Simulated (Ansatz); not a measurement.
## Electronic structure of CH₄F₂InN (SMILES C[NH][In]([F])[F]) in real space

```xyz
9

C    -0.4184   -1.2049    0.5445
N     0.0514    0.1626    0.6880
In    0.4087    1.3627   -0.8581
F    -0.4007    1.0827   -2.5967
F     1.3801    3.0347   -0.7731
H    -1.1091   -1.2787   -0.2974
H     0.3808   -1.9379    0.3829
H    -0.9724   -1.5026    1.4410
H     0.6796    0.2815    1.4689
```

Geometry: PBE0-D4/def2-TZVP; core potentials replace the inner electrons of In.

Computed with RKS PBE0-D4/def2-TZVPP (Ansatz 0.2.0).

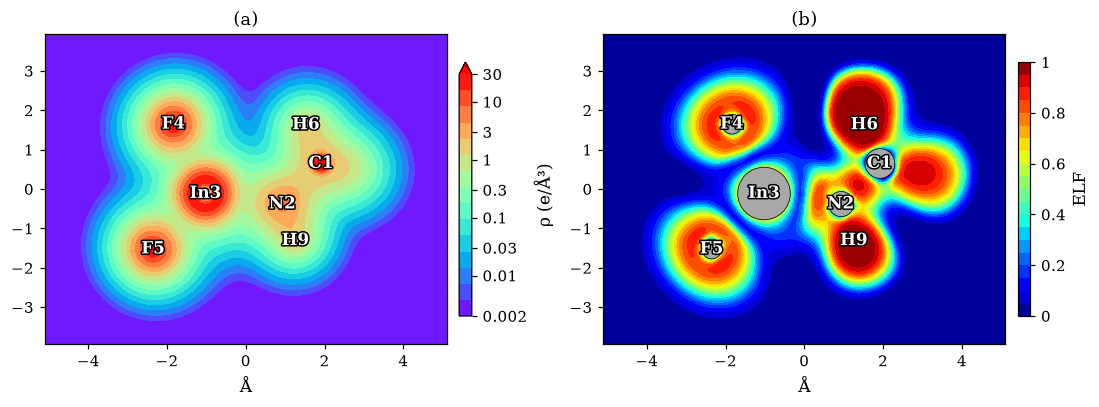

Figure 1. (a) electron density; (b) ELF on the plane of atoms F4, In3 and F5. Grey discs cover the atomic cores in the ELF map.

What does the map show?

The plane passes through C, N, In, F and H nuclei. C–N (1.45 Å): the density is about 1.9 e/Å³ at the midpoint; the ELF peaks at about 0.90 between the atoms: a shared electron pair. In–F (1.94 Å): ρ is about 0.82 e/Å³ halfway; the ELF peaks at about 0.80 in the valence shell of F, 0.5 Å from its nucleus, and drops to about 0.15 between the two atoms. In–N (1.99 Å): ρ at the midpoint is about 0.84 e/Å³; the ELF peaks at about 0.85 in the valence shell of N, 0.6 Å from its nucleus, and drops to about 0.20 between the two atoms. N–H (1.01 Å): ρ is about 2.9 e/Å³ halfway; the ELF climbs to about 1 towards the hydrogen, as it does in any bond to H; an ordinary covalent bond to hydrogen. C–H (1.09 Å): ρ at the midpoint is about 2 e/Å³; the ELF climbs to about 1 towards the hydrogen (a covalent bond by its length). The ELF also peaks beside F5 and F4, away from the bonds: lone-pair regions.

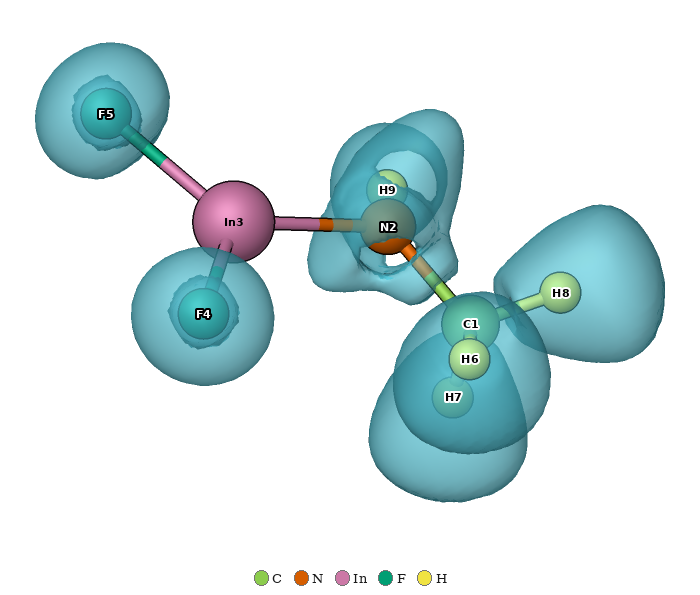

Figure 2. Isosurface of the ELF at 0.75 (cyan), seen at an oblique angle. Core shells and regions of very low density are left out.

Describe the localisation domains.

The ELF exceeds this value in one region around a hydrogen nucleus, two regions wrapped around F (the valence shell of each), one joined region spread over several atoms (C, H), in which their bonds and any lone pairs are merged and one joined region spread over several atoms (H, N), in which their bonds and any lone pairs are merged.

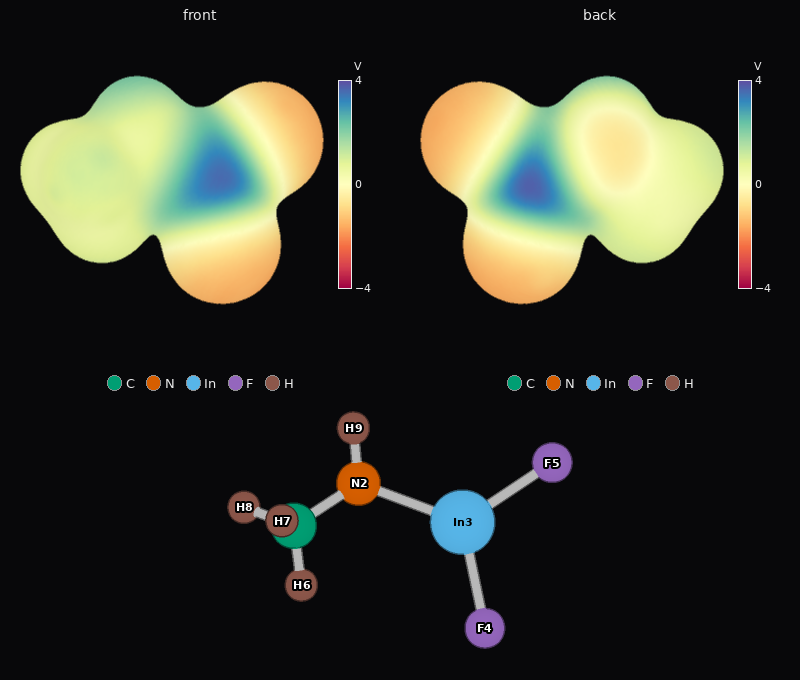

Figure 3. The molecular electrostatic potential painted on the density surface at 0.002 e/bohr³, seen from the front and from behind; the colour scale runs from red (negative) to blue (positive). The bare structure is drawn below in the same view.

Describe the electrostatic potential map.

The most negative region (about −1.6 V) lies over F4 and F5, the most positive (about +3.6 V) over In3.

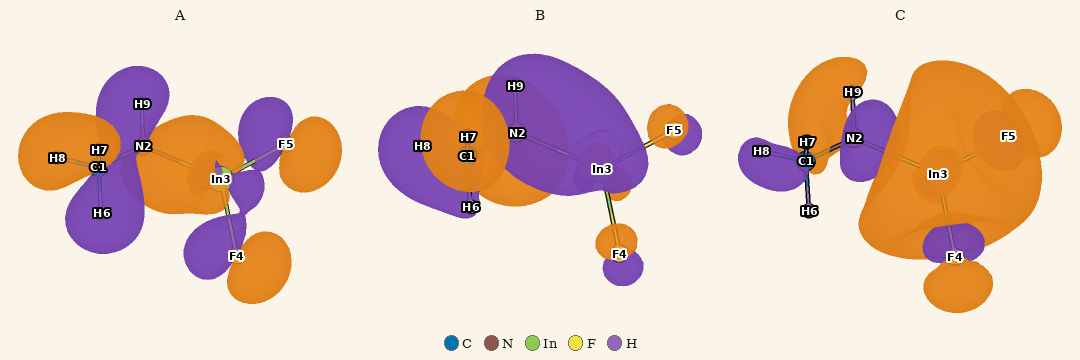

Figure 4. Three frontier orbitals at ±0.06 Å⁻³ᐟ² (orange and purple are the two phases), in no order.

Order the three orbitals by energy and name them.

A is the HOMO−1 (−9.81 eV). It lies mainly on N2 (about 25 %), F5 (about 20 %), F4 (about 15 %), C1 (about 10 %) and In3 (about 10 %). B is the HOMO (−7.44 eV). By Hirshfeld shares it lies mainly on N2 (about 60 %), In3 (about 10 %), C1 (about 10 %) and H7 (about 5 %). C is the LUMO (−2.18 eV). It lies mainly on In3 (about 60 %), N2 (about 15 %), F5 (about 10 %) and F4 (about 10 %).

What is the HOMO–LUMO gap?

5.26 eV between the orbital energies.
